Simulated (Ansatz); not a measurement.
**Breaking a bond in GeHF (SMILES [F][GeH])**

The species is GeHF (3 atoms), meant as a singlet with charge 0. SMILES: `[F][GeH]`. The coordinates come from a PBE0-D4/def2-TZVP relaxation.

```xyz
3

F     0.6721    1.0126    0.4697
Ge   -0.6579    0.1952   -0.3356
H    -0.0252   -1.2727   -0.1474
```

The F1–Ge2 distance is scanned; the parts on either side stay rigid. Basis STO-3G, 10 core orbitals frozen in the correlated methods; program Ansatz 0.2.0. FCI is exact within this basis and core. Energies in eV from each method's value at 1.757 Å; methods without a U are spin-restricted; a dash marks a point that is missing or didn't converge. The shape above is that at 1.757 Å.

```json
{"distance (Å)": "1.757", "PBE0": "0.00", "B3LYP": "0.00", "CAM-B3LYP": "0.00", "BCCD(T)": "0.00", "CCSDT": "0.00", "FCI": "0.00"}
{"distance (Å)": "2.196", "PBE0": "2.20", "B3LYP": "2.17", "CAM-B3LYP": "2.38", "BCCD(T)": "1.88", "CCSDT": "1.77", "FCI": "1.76"}
{"distance (Å)": "2.635", "PBE0": "4.75", "B3LYP": "4.65", "CAM-B3LYP": "5.06", "BCCD(T)": "3.44", "CCSDT": "3.40", "FCI": "3.39"}
{"distance (Å)": "3.513", "PBE0": "7.50", "B3LYP": "7.37", "CAM-B3LYP": "8.08", "BCCD(T)": "4.12", "CCSDT": "4.14", "FCI": "4.15"}
{"distance (Å)": "4.391", "PBE0": "8.16", "B3LYP": "8.00", "CAM-B3LYP": "8.92", "BCCD(T)": "–", "CCSDT": "–", "FCI": "4.18"}
```

Departure from the FCI curve at its largest: PBE0 +3.98 eV at 4.39 Å; B3LYP +3.82 eV at 4.39 Å; CAM-B3LYP +4.74 eV at 4.39 Å; BCCD(T) +0.12 eV at 2.20 Å; CCSDT +0.01 eV at 2.20 Å. Restricted functionals keep the electrons paired too, and rise too high.

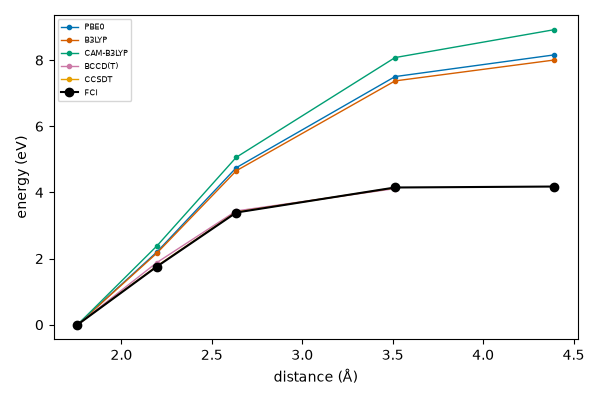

The curves of the table.
